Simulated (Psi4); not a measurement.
# SiO2: geometry relaxation (part 3 of 3)

The same run, continued: SiO2, SMILES O=[Si]=O; MP2/def2-SVP, RHF (Psi4 1.11). The geometry comes from this level: GFN2-xTB.

Geometry of the input (Å):
```
O  0.6912  1.2173  0.5137
Si -0.0007  0.0004  -0.0002
O  -0.6905  -1.2177  -0.5136
```

What the program printed, continued
```
	total time  =          0 seconds =       0.00 minutes

  //>>>>>>>>>>>>>>>>>>>>>>>>>>>>>>>>>>>//
  //               DFMP2               //
  //<<<<<<<<<<<<<<<<<<<<<<<<<<<<<<<<<<<//

  ==> Geometry <==

    Molecular point group: cs
    Full point group: Cs

    Geometry (in Bohr), charge = 0, multiplicity = 1:

       Center              X                  Y                   Z               Mass
    ------------   -----------------  -----------------  -----------------  -----------------
         O            1.597318000835     2.413396153645     0.000000000000    15.994914619570
         SI          -0.000303559862     0.000198365644     0.000000000000    27.976926534650
         O           -1.596787040078    -2.413743117738     0.000000000000    15.994914619570

  Nuclear repulsion =   88.455397611953074
  Reference energy  = -438.410892675604941

  => Iterations <=

             Iter  Converged  Remaining    Residual
  CGR           1          0          1   1.404E-01
  CGR           2          0          1   2.377E-02
  CGR           3          0          1   6.065E-03
  CGR           4          0          1   1.501E-03
  CGR           5          0          1   3.246E-04
  CGR           6          0          1   2.973E-05
  CGR           7          0          1   5.311E-06
  CGR           8          0          1   2.218E-06
  CGR           9          1          0   3.777E-07

    CGRSolver converged.

   => Auxiliary Basis Set <=

  Basis Set: (DEF2-SVP AUX)
    Blend: DEF2-UNIVERSAL-JKFIT
    Number of shells: 88
    Number of basis functions: 282
    Number of Cartesian functions: 341
    Spherical Harmonics?: true
    Max angular momentum: 4

	-----------------------------------------------------------
	 ==================> DF-MP2 Energies <====================
	-----------------------------------------------------------
	 Reference Energy          =    -438.4108926756049414 [Eh]
	 Singles Energy            =      -0.0000000000000000 [Eh]
	 Same-Spin Energy          =      -0.1315451198934604 [Eh]
	 Opposite-Spin Energy      =      -0.3419815593778042 [Eh]
	 Correlation Energy        =      -0.4735266792712646 [Eh]
	 Total Energy              =    -438.8844193548762291 [Eh]
	-----------------------------------------------------------
	 ================> DF-SCS-MP2 Energies <==================
	-----------------------------------------------------------
	 SCS Same-Spin Scale       =       0.3333333333333333 [-]
	 SCS Opposite-Spin Scale   =       1.2000000000000000 [-]
	 SCS Same-Spin Energy      =      -0.0438483732978201 [Eh]
	 SCS Opposite-Spin Energy  =      -0.4103778712533651 [Eh]
	 SCS Correlation Energy    =      -0.4542262445511852 [Eh]
	 SCS Total Energy          =    -438.8651189201561351 [Eh]
	-----------------------------------------------------------

  -Total Gradient:
     Atom            X                  Y                   Z
    ------   -----------------  -----------------  -----------------
       1       -0.000497694473    -0.000782625593     0.000000000000
       2       -0.000030615597     0.000014684572     0.000000000000
       3        0.000528310070     0.000767941021     0.000000000000

	total time  =          0 seconds =       0.00 minutes

    			-----------------------------------------

    			 OPTKING 3.0: for geometry optimizations

    			        with contributions from

    			-----------------------------------------

	                            ===> Fragment 1 <==

	 Z (Atomic Numbers)          Masses                          Geom
	       8.000000            15.994915          1.59731800  2.41339615  0.00000000
	      14.000000            27.976927         -0.00030356  0.00019837  0.00000000
	       8.000000            15.994915         -1.59678704 -2.41374312  0.00000000

	 - Coordinate -           - BOHR/RAD -       - ANG/DEG -
	 R(1,2)           =         2.894118           1.531501
	 R(2,3)           =         2.894110           1.531497
	 L(1,2,3)         =         3.141123         179.973085
	 l(1,2,3)         =         3.141593         180.000000

	        --- Internal Coordinate Step in ANG or DEG, aJ/ANG or AJ/DEG ---
	-------------------------------------------------------------------------------
	           Coordinate      Previous         Force          Change          New
	           ----------      --------        ------          ------        ------
	               R(1,2)       1.53150        0.00764        0.00076       1.53226
	               R(2,3)       1.53150        0.00768        0.00076       1.53226
	             L(1,2,3)     179.97309        0.00000        0.01202     179.98511
	             l(1,2,3)     180.00000        0.00000        0.00000     180.00000
	-------------------------------------------------------------------------------

	                                 ==> Convergence Check <==

	Measures of convergence in internal coordinates in au.

	Criteria marked as inactive (o), active & met (*), and active & unmet ( ).

	----------------------------------------------------------------------------------------------
	   Step    Total Energy     Delta E     Max Force     RMS Force      Max Disp      RMS Disp
	----------------------------------------------------------------------------------------------
	  Convergence Criteria     1.00e-06 *    3.00e-04 *             o    1.20e-03 *             o
	----------------------------------------------------------------------------------------------
	     3    -438.88441935   -1.31e-04      9.32e-04      6.58e-04 o    1.43e-03      1.02e-03 o  ~
	----------------------------------------------------------------------------------------------

Next Geometry in Ang
	Fragment 1 (Ang)

	    O   0.8456371975   1.2777748175   0.0000000000
	   Si  -0.0000707671   0.0000467842   0.0000000000
	    O  -0.8454460950  -1.2779002366   0.0000000000

    Structure for next step:
    Molecular point group: cs
    Full point group: C1v

    Geometry (in Bohr), charge = 0, multiplicity = 1:

    O           -0.000200735563     0.000000000000     2.895545202291
    SI          -0.000200735563     0.000000000000    -0.000000495764
    O            0.000551844914     0.000000000000    -2.895544335144

gradient() will perform analytic gradient computation.
    SCF Algorithm Type (re)set to DF.

  ==> Geometry <==

    Molecular point group: cs
    Full point group: C1v

    Geometry (in Bohr), charge = 0, multiplicity = 1:

       Center              X                  Y                   Z               Mass
    ------------   -----------------  -----------------  -----------------  -----------------
         O           -0.000200735563     0.000000000000     2.895545202291    15.994914619570
         SI          -0.000200735563     0.000000000000    -0.000000495764    27.976926534650
         O            0.000551844914     0.000000000000    -2.895544335144    15.994914619570

  Running in cs symmetry.

  Rotational constants: A = 28486998.00638  B =      0.22445  C =      0.22445 [cm^-1]
  Rotational constants: A = 854018715337.45105  B =   6728.87463  C =   6728.87457 [MHz]
  Nuclear repulsion =   88.411686364712892

  Charge       = 0
  Multiplicity = 1
  Electrons    = 30
  Nalpha       = 15
  Nbeta        = 15

   => Auxiliary Basis Set <=

  Basis Set: (DEF2-SVP AUX)
    Blend: DEF2-UNIVERSAL-JKFIT
    Number of shells: 88
    Number of basis functions: 282
    Number of Cartesian functions: 341
    Spherical Harmonics?: true
    Max angular momentum: 4

  Minimum eigenvalue in the overlap matrix is 2.2984776473E-02.
  Reciprocal condition number of the overlap matrix is 7.0441589886E-03.
    Using symmetric orthogonalization.

  ==> Iterations <==

                           Total Energy        Delta E     RMS |[F,P]|

   @DF-RHF iter   0:  -436.04341565305958   -4.36043e+02   6.10275e-02
   @DF-RHF iter   1:  -438.12354371712831   -2.08013e+00   2.27771e-02 ADIIS/DIIS
   @DF-RHF iter   2:  -438.26740484172700   -1.43861e-01   1.65293e-02 ADIIS/DIIS
   @DF-RHF iter   3:  -438.40050676904667   -1.33102e-01   3.17191e-03 ADIIS/DIIS
   @DF-RHF iter   4:  -438.40825735061281   -7.75058e-03   7.55275e-04 ADIIS/DIIS
   @DF-RHF iter   5:  -438.41030740075968   -2.05005e-03   2.79471e-04 ADIIS/DIIS
   @DF-RHF iter   6:  -438.41066432041936   -3.56920e-04   1.16529e-04 ADIIS/DIIS
   @DF-RHF iter   7:  -438.41072738374385   -6.30633e-05   3.03622e-05 DIIS
   @DF-RHF iter   8:  -438.41072975006443   -2.36632e-06   1.47934e-05 DIIS
   @DF-RHF iter   9:  -438.41072992200276   -1.71938e-07   4.21577e-06 DIIS
   @DF-RHF iter  10:  -438.41072994604042   -2.40377e-08   8.84818e-07 DIIS
   @DF-RHF iter  11:  -438.41072994827067   -2.23025e-09   2.19658e-07 DIIS
   @DF-RHF iter  12:  -438.41072994842756   -1.56888e-10   2.52682e-08 DIIS
   @DF-RHF iter  13:  -438.41072994842864   -1.08002e-12   3.73906e-09 DIIS
   @DF-RHF iter  14:  -438.41072994842870   -5.68434e-14   9.55351e-10 DIIS
   @DF-RHF iter  15:  -438.41072994842864    5.68434e-14   4.16144e-10 DIIS
   @DF-RHF iter  16:  -438.41072994842892   -2.84217e-13   1.20210e-10 DIIS
   @DF-RHF iter  17:  -438.41072994842852    3.97904e-13   1.66815e-11 DIIS
  Energy and wave function converged.

  ==> Post-Iterations <==

    Orbital Energies [Eh]
    ---------------------

    Doubly Occupied:

       1Ap   -68.863902     2Ap   -20.573132     3Ap   -20.573031
       4Ap    -6.235215     1App   -4.345427     5Ap    -4.345427
       6Ap    -4.342826     7Ap    -1.294905     8Ap    -1.268476
       9Ap    -0.640191    10Ap    -0.556944    11Ap    -0.541169
       2App   -0.541169     3App   -0.498449    12Ap    -0.498449

    Virtual:

      13Ap     0.008657     4App    0.102050    14Ap     0.102050
      15Ap     0.308260    16Ap     0.339379     5App    0.524992
      17Ap     0.524992    18Ap     0.585819     6App    0.585819
      19Ap     0.784969     7App    0.784969    20Ap     0.956965
      21Ap     1.045839    22Ap     1.238757     8App    1.247763
      23Ap     1.247763    24Ap     1.310663     9App    1.354988
      25Ap     1.354988    26Ap     1.659868    27Ap     1.689953
      10App    2.980170    28Ap     2.980170    11App    3.007353
      29Ap     3.007353    12App    3.011725    30Ap     3.011725
      31Ap     3.307785    13App    3.307785    32Ap     3.604891
      33Ap     3.745055

    Final Occupation by Irrep:
             Ap   App
    DOCC [    12,    3 ]
    NA   [    12,    3 ]
    NB   [    12,    3 ]

  @DF-RHF Final Energy:  -438.41072994842852

   => Energetics <=

    Nuclear Repulsion Energy =             88.4116863647128923
    One-Electron Energy =                -783.4074045109123290
    Two-Electron Energy =                 256.5849881977709401
    Total Energy =                       -438.4107299484285249

Computation Completed

Properties will be evaluated at   0.000000,   0.000000,   0.000000 [a0]

Properties computed using the SCF density matrix

 Multipole Moments:

 ------------------------------------------------------------------------------------
     Multipole            Electronic (a.u.)      Nuclear  (a.u.)        Total (a.u.)
 ------------------------------------------------------------------------------------

 L = 1.  Multiply by 2.5417464519 to convert [e a0] to [Debye]
 Dipole X            :         -0.0005529           -0.0000014           -0.0005543
 Dipole Y            :          0.0000000            0.0000000            0.0000000
 Dipole Z            :         -0.0000014           -0.0000000           -0.0000014
 Magnitude           :                                                    0.0005543

 ------------------------------------------------------------------------------------

	total time  =          0 seconds =       0.00 minutes

  //>>>>>>>>>>>>>>>>>>>>>>>>>>>>>>>>>>>//
  //               DFMP2               //
  //<<<<<<<<<<<<<<<<<<<<<<<<<<<<<<<<<<<//

  ==> Geometry <==

    Molecular point group: cs
    Full point group: C1v

    Geometry (in Bohr), charge = 0, multiplicity = 1:

       Center              X                  Y                   Z               Mass
    ------------   -----------------  -----------------  -----------------  -----------------
         O           -0.000200735563     0.000000000000     2.895545202291    15.994914619570
         SI          -0.000200735563     0.000000000000    -0.000000495764    27.976926534650
         O            0.000551844914     0.000000000000    -2.895544335144    15.994914619570

  Nuclear repulsion =   88.411686364712892
  Reference energy  = -438.410729948428525

  => Iterations <=

             Iter  Converged  Remaining    Residual
  CGR           1          0          1   1.406E-01
  CGR           2          0          1   2.385E-02
  CGR           3          0          1   6.146E-03
  CGR           4          0          1   1.539E-03
  CGR           5          0          1   3.265E-04
  CGR           6          0          1   2.971E-05
  CGR           7          0          1   4.429E-06
  CGR           8          0          1   1.074E-06
  CGR           9          1          0   3.682E-07

    CGRSolver converged.

   => Auxiliary Basis Set <=

  Basis Set: (DEF2-SVP AUX)
    Blend: DEF2-UNIVERSAL-JKFIT
    Number of shells: 88
    Number of basis functions: 282
    Number of Cartesian functions: 341
    Spherical Harmonics?: true
    Max angular momentum: 4

	-----------------------------------------------------------
	 ==================> DF-MP2 Energies <====================
	-----------------------------------------------------------
	 Reference Energy          =    -438.4107299484285249 [Eh]
	 Singles Energy            =      -0.0000000000000000 [Eh]
	 Same-Spin Energy          =      -0.1315952997688438 [Eh]
	 Opposite-Spin Energy      =      -0.3420955861574514 [Eh]
	 Correlation Energy        =      -0.4736908859262953 [Eh]
	 Total Energy              =    -438.8844208343548416 [Eh]
	-----------------------------------------------------------
	 ================> DF-SCS-MP2 Energies <==================
	-----------------------------------------------------------
	 SCS Same-Spin Scale       =       0.3333333333333333 [-]
	 SCS Opposite-Spin Scale   =       1.2000000000000000 [-]
	 SCS Same-Spin Energy      =      -0.0438650999229479 [Eh]
	 SCS Opposite-Spin Energy  =      -0.4105147033889416 [Eh]
	 SCS Correlation Energy    =      -0.4543798033118896 [Eh]
	 SCS Total Energy          =    -438.8651097517404196 [Eh]
	-----------------------------------------------------------

  -Total Gradient:
     Atom            X                  Y                   Z
    ------   -----------------  -----------------  -----------------
       1        0.000009405468     0.000000000000    -0.000098592781
       2       -0.000018785024     0.000000000000    -0.000001038454
       3        0.000009379556     0.000000000000     0.000099631235

	total time  =          1 seconds =       0.02 minutes

    			-----------------------------------------

    			 OPTKING 3.0: for geometry optimizations

    			        with contributions from

    			-----------------------------------------

	                            ===> Fragment 1 <==

	 Z (Atomic Numbers)          Masses                          Geom
	       8.000000            15.994915         -0.00020074  0.00000000  2.89554520
	      14.000000            27.976927         -0.00020074  0.00000000 -0.00000050
	       8.000000            15.994915          0.00055184  0.00000000 -2.89554434

	 - Coordinate -           - BOHR/RAD -       - ANG/DEG -
	 R(1,2)           =         2.895546           1.532257
	 R(2,3)           =         2.895544           1.532256
	 L(1,2,3)         =         3.141333         179.985108
	 l(1,2,3)         =         3.141593         180.000000

	        --- Internal Coordinate Step in ANG or DEG, aJ/ANG or AJ/DEG ---
	-------------------------------------------------------------------------------
	           Coordinate      Previous         Force          Change          New
	           ----------      --------        ------          ------        ------
	               R(1,2)       1.53226        0.00081        0.00008       1.53234
	               R(2,3)       1.53226        0.00082        0.00008       1.53234
	             L(1,2,3)     179.98511        0.00000        0.00635     179.99146
	             l(1,2,3)     180.00000        0.00000        0.00000     180.00000
	-------------------------------------------------------------------------------

	                                 ==> Convergence Check <==

	Measures of convergence in internal coordinates in au.

	Criteria marked as inactive (o), active & met (*), and active & unmet ( ).

	----------------------------------------------------------------------------------------------
	   Step    Total Energy     Delta E     Max Force     RMS Force      Max Disp      RMS Disp
	----------------------------------------------------------------------------------------------
	  Convergence Criteria     1.00e-06 *    3.00e-04 *             o    1.20e-03 *             o
	----------------------------------------------------------------------------------------------
	     4    -438.88442083   -1.48e-06      9.96e-05 *    7.14e-05 o    1.54e-04 *    1.22e-04 o  ~
	----------------------------------------------------------------------------------------------

Next Geometry in Ang
	Fragment 1 (Ang)

	    O  -0.0001345388   0.0000000000   1.5323373989
	   Si  -0.0000496175   0.0000000000  -0.0000000202
	    O   0.0002637307   0.0000000000  -1.5323371821

    Final optimized geometry and variables:
    Molecular point group: cs
    Full point group: C1v

    Geometry (in Bohr), charge = 0, multiplicity = 1:

    O           -0.000200735563     0.000000000000     2.895545202291
    SI          -0.000200735563     0.000000000000    -0.000000495764
    O            0.000551844914     0.000000000000    -2.895544335144

[set-up sections that repeat, and orbital energies of the middle runs, are left out above]
```

Standard output
```
Optimizer: Optimization complete!
total energy -438.88442083 hartree = -11942.65338 eV
```

Trajectory as extended XYZ (Å, eV, eV/Å), 4 frames, from step=0 to step=3
```
3
Properties=species:S:1:pos:R:3:forces:R:3 step=0 energy=-11942.55046
O     0.6912    1.2173    0.5137    1.2004   2.1182   0.8931
Si   -0.0007    0.0004   -0.0002    0.0052   0.0037   0.0027
O    -0.6905   -1.2177   -0.5136   -1.2056  -2.1219  -0.8958
3
Properties=species:S:1:pos:R:3:forces:R:3 step=1 energy=-11942.64989
O     0.7064    1.2446    0.5251    0.2099   0.3731   0.1568
Si   -0.0005    0.0003   -0.0001    0.0032  -0.0007   0.0010
O    -0.7061   -1.2448   -0.5251   -0.2132  -0.3724  -0.1578
3
Properties=species:S:1:pos:R:3:forces:R:3 step=2 energy=-11942.65345
O     0.7096    1.2505    0.5276    0.0214   0.0394   0.0163
Si   -0.0003    0.0002   -0.0001    0.0015  -0.0007   0.0004
O    -0.7096   -1.2505   -0.5276   -0.0229  -0.0387  -0.0167
3
Properties=species:S:1:pos:R:3:forces:R:3 step=3 energy=-11942.65349
O    -0.5018   -0.3118    1.4138   -0.0021  -0.0010   0.0045
Si   -0.0002    0.0001   -0.0001    0.0009   0.0000   0.0004
O     0.5017    0.3120   -1.4138    0.0012   0.0010  -0.0049
```

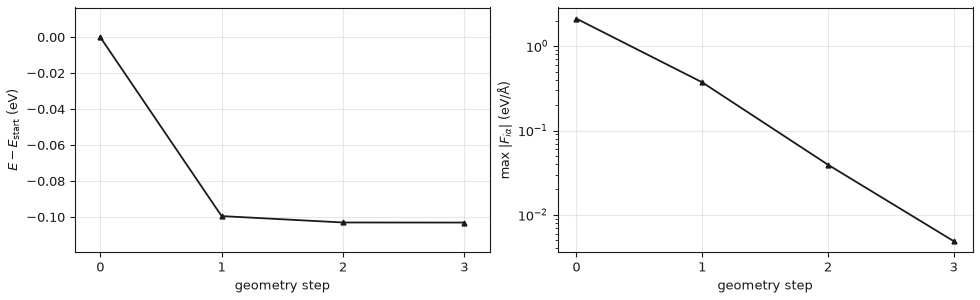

Progress of the relaxation, step by step (steps are counted from 0).

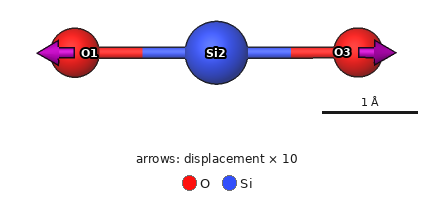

The starting structure with the displacements as pink arrows, magnified 10 times (ball-and-stick view, seen at a tilt). The two geometries are laid on each other by the best rigid fit. Over 3 geometry steps the energy falls by 0.103 eV. Largest force component: 2.1 eV/Å at the start, 0.0049 eV/Å at the end. The largest moves after the best rigid fit, 0.041 Å, are those of O1 and O3. By element the largest moves are O 0.041 Å, Si 0.001 Å. Among the contacts that change: O1–Si2 1.491 → 1.532 Å. (Atoms are counted from 1 in the order of the input.)

Results in brief

- outcome: converged
- total energy: −438.884421 hartree
- SCF energy: −438.410730 hartree
- MP2 energy: −438.884421 hartree
- correlation energy: −0.473691 hartree
- HOMO of the SCF reference: 27.21 eV
- LUMO of the SCF reference: −0.02 eV
- wall time: 4.2 s
- peak memory: 0.22 GiB

Notes

The record of the run, not the program, notes: positive occupied level.
